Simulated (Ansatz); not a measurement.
# ZrN+ (triplet): from Hartree-Fock to the top rungs, def2-SVP

How much of the correlation energy of ZrN+ (triplet) does each wave-function method recover here?

Program: Ansatz 0.2.0, Gaussian basis. Level of theory: def2-SVP, core rule «outside noble gas», up to 5 orbitals frozen. These are calculated values, not measurements.

The runs, in order: UHF; CCSD(T) on ROHF; CCSD(T) on UHF; CISD; CCSDT(Q) on ROHF; CCSDT(Q) on UHF.

13 further runs of the same task are left out: 6 for a known fault of the program, 3 that didn't finish, 4 set aside as unsound or not needed.

## Step 1: The geometry

The geometry is a PBE0/def2-TZVP stationary point (not a proven minimum) of the parent state, kept for this charge and spin. No spin-orbit coupling is included. Elements past krypton take def2 core potentials.

2 atoms, charge 1, spin multiplicity 3.

Atoms are counted from 1 here; the program's logs count them from 0.

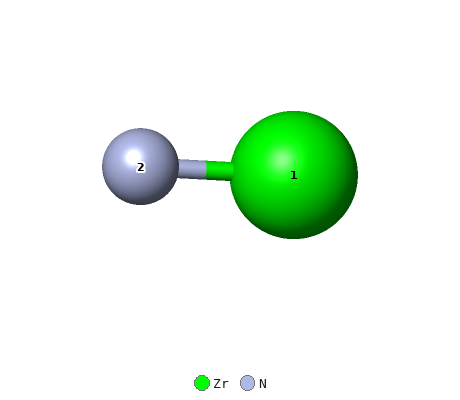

The structure; zirconium green, nitrogen light blue; atoms are numbered from 1 in the order of the file.

In the tables R marks a restricted open-shell determinant and U an unrestricted one; energies count from the table's Hartree-Fock row.

## Step 2: UHF

Contents of in.yaml:

```yaml
crystal:
  periodic: [false, false, false]
  atoms:
    - {symbol: Zr, position_ang: [0.000000, 0.000000, 0.000000]}
    - {symbol: N, position_ang: [0.000000, 0.000000, 1.647000]}
basis:
  gaussian: {orbitals: def2-SVP}
total_charge: 1
magnetization: {spin_polarized: true, initial_magnetization: 2}
hamiltonian: {xc: hf}
output: {orbitals: {seedname: orbitals}}
```

Started as:

```bash
$ ansatz run in.yaml --threads 1 --pin off --events-out ev --progress --plain --max-ram 2393MiB
```

The log of the run:

```text
Functional definition: HF
  name "HF"
  cite "Fock, Z. Phys. 61, 126 (1930) doi:10.1007/BF01340294"
  parent pbe
  exchange = exact_x
  correlation = 0
470 factors; integrals over basis functions are off by at most 9.9e-4 eV
mean field evaluation 1: about -2722.5342 eV, gradient 5.2e1 eV
mean field evaluation 2: about -2722.5436 eV, gradient 5.2e1 eV
mean field evaluation 4: about -2735.9726 eV, gradient 4.0e0 eV
mean field evaluation 8: about -2736.1079 eV, gradient 2.6e-1 eV
mean field evaluation 16: about -2736.1146 eV, gradient 1.1e-2 eV
mean field evaluation 32: about -2736.5608 eV, gradient 2.6e-2 eV
mean field evaluation 64: about -2736.4630 eV, gradient 4.6e-1 eV
mean field evaluation 96: about -2735.4920 eV, gradient 3.1e0 eV
mean field evaluation 128: about -2736.1004 eV, gradient 4.2e-1 eV
mean field evaluation 160: about -2732.6668 eV, gradient 1.7e0 eV
mean field evaluation 192: about -2736.1147 eV, gradient 1.2e-3 eV
mean field evaluation 224: about -2731.7395 eV, gradient 7.4e0 eV
mean field evaluation 256: about -2732.4853 eV, gradient 9.9e0 eV
mean field -2736.56080387 eV, -100.5667546348 hartree, gradient 2.5e-5 eV, S^2 2.018703; 6 other end points of the search recorded, 0 dependent functions left out
reference -2736.56080387 eV, -100.5667546348 hartree; 10, 8 occupied and 35, 37 virtual orbitals, 470 factors
Total energy: -2736.56080387 eV, -100.5667546348 hartree
```

Wall time 1.4 s (1 thread of Arm Neoverse V2, shared host).

From the report: ⟨S²⟩ of the determinant 2.019 (pure triplet: 2.00).

## Step 3: CCSD(T) on ROHF

Contents of in.yaml:

```yaml
crystal:
  periodic: [false, false, false]
  atoms:
    - {symbol: Zr, position_ang: [0.000000, 0.000000, 0.000000]}
    - {symbol: N, position_ang: [0.000000, 0.000000, 1.647000]}
basis:
  gaussian: {orbitals: def2-SVP}
total_charge: 1
magnetization: {spin_polarized: false, initial_magnetization: 2}
correlation: {method: ccsd_t, electrons: outside_noble_gas}
```

Launched as before.

The log of the run (excerpt; [...] marks lines left out):

```text
Functional definition: HF
  name "HF"
  cite "Fock, Z. Phys. 61, 126 (1930) doi:10.1007/BF01340294"
  parent pbe
[...]
470 factors; integrals over basis functions are off by at most 9.9e-4 eV
[...]
mean field -2736.35071455 eV, -100.5590339947 hartree, gradient 1.1e-6 eV, S^2 2.000000; 21 other end points of the search recorded, 0 dependent functions left out
[...]
determinant -2736.35071455 eV, -100.5590339947 hartree, with singles and doubles -2742.05563202 eV, -100.7686858447 hartree
determinant -2735.93364509 eV, -100.5437069745 hartree, with singles and doubles -2741.79161090 eV, -100.7589832475 hartree
determinant -2735.76951369 eV, -100.5376752568 hartree, with singles and doubles -2741.32535815 eV, -100.7418487749 hartree
determinant -2735.73886064 eV, -100.5365487779 hartree, with singles and doubles -2741.29359100 eV, -100.7406813537 hartree
[...]
determinant -2733.53510528 eV, -100.4555622623 hartree, with singles and doubles -2739.04247168 eV, -100.6579542445 hartree
determinant -2733.07899155 eV, -100.4388003920 hartree, with singles and doubles -2738.61595317 eV, -100.6422799783 hartree
determinant -2736.35071455 eV, -100.5590339947 hartree, with singles and doubles -2742.05737087 eV, -100.7687497464 hartree
determinant -2735.93364509 eV, -100.5437069745 hartree, with singles and doubles -2741.79296978 eV, -100.7590331853 hartree
[...]
5 core orbitals not correlated: weight in the atoms' cores, before any rotation towards them, 0.948 or more for the frozen orbitals, at most 0.040 for the correlated occupied ones
reference -2736.35071455 eV, -100.5590339947 hartree; 5, 3 occupied and 35, 37 virtual orbitals, 470 factors
second order -5.61053595 eV of doubles, -0.07785592 eV of singles
cycle   1  -5.70665490 eV  change    1.4e-6 eV  update   2.1e-6
perturbative correction -0.30643640 eV, -0.0112613298 hartree
Total energy: -2742.36380585 eV, -100.7800110239 hartree
```

It took 7.5 s on 1 thread of Arm Neoverse V2, shared host.

From the report: correlation -6.0131 eV; T1 0.031; largest double amplitude 0.06.

## Step 4: CCSD(T) on UHF

Edit in.yaml of step 3 so:

```diff
@@ -8,3 +8,3 @@
 total_charge: 1
-magnetization: {spin_polarized: false, initial_magnetization: 2}
+magnetization: {spin_polarized: true, initial_magnetization: 2}
 correlation: {method: ccsd_t, electrons: outside_noble_gas}
```

The command is unchanged.

The log of the run (excerpt; [...] marks lines left out):

```text
Functional definition: HF
  name "HF"
  cite "Fock, Z. Phys. 61, 126 (1930) doi:10.1007/BF01340294"
  parent pbe
[...]
470 factors; integrals over basis functions are off by at most 9.9e-4 eV
[...]
mean field -2736.56080387 eV, -100.5667546348 hartree, gradient 2.9e-6 eV, S^2 2.018703; 25 other end points of the search recorded, 0 dependent functions left out
determinant -2736.56080387 eV, -100.5667546348 hartree, with singles and doubles -2742.13617948 eV, -100.7716459094 hartree
determinant -2736.11465159 eV, -100.5503588407 hartree, with singles and doubles -2741.83393008 eV, -100.7605384487 hartree
determinant -2735.88428023 eV, -100.5418928494 hartree, with singles and doubles -2741.37105149 eV, -100.7435279741 hartree
determinant -2735.85727180 eV, -100.5409003079 hartree, with singles and doubles -2741.34051966 eV, -100.7424059501 hartree
[...]
determinant -2733.27647016 eV, -100.4460575971 hartree, with singles and doubles -2737.81138800 eV, -100.6127127537 hartree
determinant -2733.24255855 eV, -100.4448113685 hartree, with singles and doubles -2738.64764746 eV, -100.6434447221 hartree
determinant -2736.56080387 eV, -100.5667546348 hartree, with singles and doubles -2742.13789843 eV, -100.7717090796 hartree
determinant -2736.11465159 eV, -100.5503588407 hartree, with singles and doubles -2741.83567074 eV, -100.7606024167 hartree
5 core orbitals not correlated: weight in the atoms' cores, before any rotation towards them, 0.944 or more for the frozen orbitals, at most 0.041 for the correlated occupied ones
reference -2736.56080387 eV, -100.5667546348 hartree; 5, 3 occupied and 35, 37 virtual orbitals, 470 factors
second order -5.49288087 eV of doubles, -0.00000000 eV of singles
cycle   1  -5.57709250 eV  change    2.1e-6 eV  update   1.9e-6
perturbative correction -0.29443634 eV, -0.0108203361 hartree
Total energy: -2742.43233271 eV, -100.7825293398 hartree
```

Wall time 9.5 s (1 thread of Arm Neoverse V2, shared host).

From the report: ⟨S²⟩ of the determinant 2.019 (pure triplet: 2.00); correlation -5.8715 eV; T1 0.030; largest double amplitude 0.06.

## Step 5: CISD

Contents of in.yaml:

```yaml
crystal:
  periodic: [false, false, false]
  atoms:
    - {symbol: Zr, position_ang: [0.000000, 0.000000, 0.000000]}
    - {symbol: N, position_ang: [0.000000, 0.000000, 1.647000]}
basis:
  gaussian: {orbitals: def2-SVP}
total_charge: 1
magnetization: {spin_polarized: false, initial_magnetization: 2}
correlation: {active_space: {ras: {orbitals: [3, 2, 35], electrons: 8, max_holes: 2, max_particles: 2}, fixed_orbitals: true}}
```

Launched as before.

The log of the run (excerpt; [...] marks lines left out):

```text
Functional definition: HF
  name "HF"
  cite "Fock, Z. Phys. 61, 126 (1930) doi:10.1007/BF01340294"
  parent pbe
[...]
470 factors; integrals over basis functions are off by at most 9.9e-4 eV
[...]
mean field -2736.35071455 eV, -100.5590339947 hartree, gradient 1.1e-6 eV, S^2 2.000000; 16 other end points of the search recorded, 0 dependent functions left out
reference -2736.35071455 eV, -100.5590339947 hartree; 10, 8 occupied and 35, 37 virtual orbitals, 470 factors
state -2741.74976467 eV, -100.7574454268 hartree
Total energy: -2741.74976467 eV, -100.7574454268 hartree
```

Run time: 2.2 s. Hardware: 1 thread of Arm Neoverse V2, shared host.

From the report: 26,088 determinants.

## Step 6: CCSDT(Q) on ROHF

Edit in.yaml of step 5 so:

```diff
@@ -9,2 +9,2 @@
 magnetization: {spin_polarized: false, initial_magnetization: 2}
-correlation: {active_space: {ras: {orbitals: [3, 2, 35], electrons: 8, max_holes: 2, max_particles: 2}, fixed_orbitals: true}}
+correlation: {method: ccsdt_q, electrons: outside_noble_gas}
```

The command is unchanged.

The log of the run (excerpt; [...] marks lines left out):

```text
Functional definition: HF
  name "HF"
  cite "Fock, Z. Phys. 61, 126 (1930) doi:10.1007/BF01340294"
  parent pbe
[...]
803 factors; integrals over basis functions are off by at most 2.5e-7 eV
[...]
mean field -2736.35077677 eV, -100.5590362810 hartree, gradient 2.0e-6 eV, S^2 2.000000; 21 other end points of the search recorded, 0 dependent functions left out
[...]
determinant -2736.35077677 eV, -100.5590362810 hartree, with singles and doubles -2742.05569053 eV, -100.7686879947 hartree
determinant -2735.93370042 eV, -100.5437090079 hartree, with singles and doubles -2741.79166349 eV, -100.7589851800 hartree
determinant -2735.76957908 eV, -100.5376776600 hartree, with singles and doubles -2741.32541852 eV, -100.7418509934 hartree
determinant -2735.73892604 eV, -100.5365511816 hartree, with singles and doubles -2741.29365164 eV, -100.7406835824 hartree
[...]
determinant -2733.07905825 eV, -100.4388028430 hartree, with singles and doubles -2738.61601277 eV, -100.6422821687 hartree
determinant -2736.35077677 eV, -100.5590362810 hartree, with singles and doubles -2742.05742895 eV, -100.7687518807 hartree
determinant -2735.93370042 eV, -100.5437090079 hartree, with singles and doubles -2741.79302175 eV, -100.7590350953 hartree
5 core orbitals not correlated: weight in the atoms' cores, before any rotation towards them, 0.948 or more for the frozen orbitals, at most 0.040 for the correlated occupied ones
reference -2736.35077677 eV, -100.5590362810 hartree; 5, 3 occupied and 35, 37 virtual orbitals, 803 factors
second order -5.61053843 eV of doubles, -0.07785612 eV of singles
cycle   1  -5.33262224 eV  change    3.6e-1 eV  update   1.4e-1
[...]
cycle  23  -6.02517651 eV  change    2.5e-7 eV  update   6.7e-7
perturbative correction -0.01322927 eV, -0.0004861667 hartree
Total energy: -2742.38918255 eV, -100.7809436005 hartree
```

Run time: 25 s. Hardware: 1 thread of Arm Neoverse V2, shared host; peak memory 0.29 GiB.

From the report: correlation -6.0384 eV; T1 0.029; largest double amplitude 0.07.

## Step 7: CCSDT(Q) on UHF

Edit in.yaml of step 6 so:

```diff
@@ -8,3 +8,3 @@
 total_charge: 1
-magnetization: {spin_polarized: false, initial_magnetization: 2}
+magnetization: {spin_polarized: true, initial_magnetization: 2}
 correlation: {method: ccsdt_q, electrons: outside_noble_gas}
```

The command is unchanged.

The log of the run (excerpt; [...] marks lines left out):

```text
Functional definition: HF
  name "HF"
  cite "Fock, Z. Phys. 61, 126 (1930) doi:10.1007/BF01340294"
  parent pbe
[...]
803 factors; integrals over basis functions are off by at most 2.5e-7 eV
[...]
mean field -2736.56086661 eV, -100.5667569403 hartree, gradient 2.2e-6 eV, S^2 2.018702; 25 other end points of the search recorded, 0 dependent functions left out
determinant -2736.56086661 eV, -100.5667569403 hartree, with singles and doubles -2742.13623870 eV, -100.7716480857 hartree
determinant -2736.11470618 eV, -100.5503608469 hartree, with singles and doubles -2741.83398136 eV, -100.7605403333 hartree
determinant -2735.88434589 eV, -100.5418952625 hartree, with singles and doubles -2741.37111189 eV, -100.7435301938 hartree
determinant -2735.85733752 eV, -100.5409027232 hartree, with singles and doubles -2741.34057951 eV, -100.7424081497 hartree
[...]
determinant -2733.24262579 eV, -100.4448138393 hartree, with singles and doubles -2738.64771272 eV, -100.6434471205 hartree
determinant -2736.56086661 eV, -100.5667569403 hartree, with singles and doubles -2742.13795774 eV, -100.7717112591 hartree
determinant -2736.11470618 eV, -100.5503608469 hartree, with singles and doubles -2741.83572241 eV, -100.7606043154 hartree
5 core orbitals not correlated: weight in the atoms' cores, before any rotation towards them, 0.944 or more for the frozen orbitals, at most 0.041 for the correlated occupied ones
reference -2736.56086661 eV, -100.5667569403 hartree; 5, 3 occupied and 35, 37 virtual orbitals, 803 factors
second order -5.49288353 eV of doubles, -0.00000000 eV of singles
cycle   1  -5.21403041 eV  change    2.8e-1 eV  update   1.3e-1
[...]
cycle  22  -5.88745769 eV  change   -1.3e-8 eV  update   8.4e-7
perturbative correction -0.02239506 eV, -0.0008230032 hartree
Total energy: -2742.47071936 eV, -100.7839400231 hartree
```

Wall time 25 s (1 thread of Arm Neoverse V2, shared host); peak memory 0.25 GiB.

From the report: ⟨S²⟩ of the determinant 2.019 (pure triplet: 2.00); correlation -5.9099 eV; T1 0.028; largest double amplitude 0.07.

## Step 8: All levels against the top one

No level here is safe as a reference; RCCSDT(Q) serves as a yardstick only. Rows without a time come out of other runs: HF, MP2 and CCSD of CCSD(T), CCSDT of CCSDT(Q).

Differences are taken before rounding.

| method | energy from the lowest RHF (kJ/mol) | from RCCSDT(Q) (kJ/mol) | time |
| --- | --- | --- | --- |
| RHF | 0.0 | +582.6 |  |
| UHF | -20.3 | +562.4 |  |
| RMP2 | -548.8 | +33.8 |  |
| UMP2 | -550.3 | +32.4 |  |
| RCCSD | -550.6 | +32.0 |  |
| UCCSD | -558.4 | +24.2 |  |
| RCCSD(T) | -580.2 | +2.4 | 7.5 s |
| UCCSD(T) | -586.8 | -4.2 | 9.5 s |
| RCCSDT | -581.3 | +1.3 |  |
| UCCSDT | -588.3 | -5.7 |  |
| RCCSDT(Q) | -582.6 | 0 | 25 s |
| UCCSDT(Q) | -590.5 | -7.9 | 25 s |

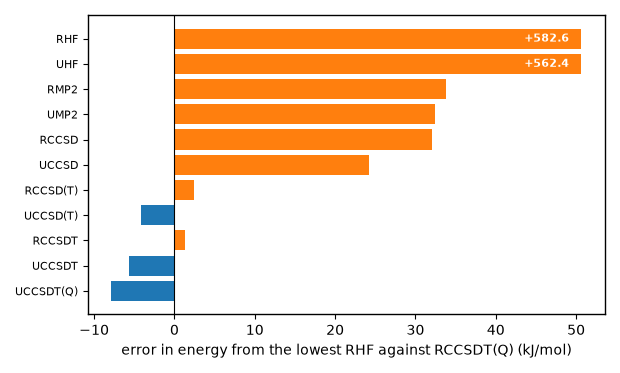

Error of each method against RCCSDT(Q). Bars with a number in them are cut short.

Not comparable, so not listed: CISD (they don't share determinant, frozen orbitals or solution with the rows shown, or repeat one).

## Step 9: What came out

| quantity | value |
| --- | --- |
| RCCSDT(Q) below the RHF energy | -6.0385 eV |
| RMP2 from RCCSDT(Q) | +33.8 kJ/mol |
| UMP2 from RCCSDT(Q) | +32.4 kJ/mol |
| RCCSD from RCCSDT(Q) | +32.0 kJ/mol |
| RCCSD(T) from RCCSDT(Q) | +2.4 kJ/mol |
| UCCSD(T) from RCCSDT(Q) | -4.2 kJ/mol |
| UCCSDT(Q) from RCCSDT(Q) | -7.9 kJ/mol |
| T1 diagnostic | 0.031 |

In words: RCCSD(T) misses by +2.4 kJ/mol, 0.4 % of the correlation energy. CCSD(T) misses by +2.4 kJ/mol on the restricted determinant and by -4.2 kJ/mol on the unrestricted one; the two need not hold the same state or core.
